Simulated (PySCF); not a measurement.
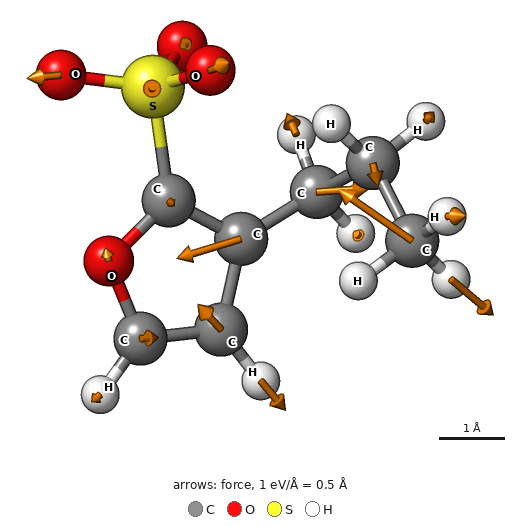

Starting geometry of C7H9O4S (charge −1) with the computed forces as orange arrows. The picture is a ball-and-stick view, seen face on.

The start comes from GFN2-xTB. Its atoms were then displaced at random by about 0.01 Å.

Theory: PBE0-D3(BJ)/def2-SVP geometry optimisation, gas phase (PySCF). 

> What follows when this structure is relaxed?

It isn't relaxed: the largest force vector, on a C atom, is 2.86 eV/Å. The final displacements have little in common with the starting forces (cosine between the two patterns 0.09). The atom that moves furthest after the best rigid fit is an O atom (0.42 Å). Largest moves by element: O 0.42 Å, H 0.29 Å, C 0.16 Å, S 0.15 Å. Some distances before and after: C–H 1.049 → 1.105 Å, C–C 1.449 → 1.497 Å, C–H 1.057 → 1.090 Å, C–H 1.075 → 1.100 Å. Among the angles between lasting bonds that change: H–C–H 112.6° → 107.7°, C–C–S 127.0° → 130.3°, O–C–S 122.3° → 119.1°. Over 13 geometry steps the energy falls by 6.23 kcal/mol. Cost: 8.3 min on 1 thread of Arm Neoverse V1 (shared host).

Limits of the set-up: the basis has no diffuse functions, which an anion needs.
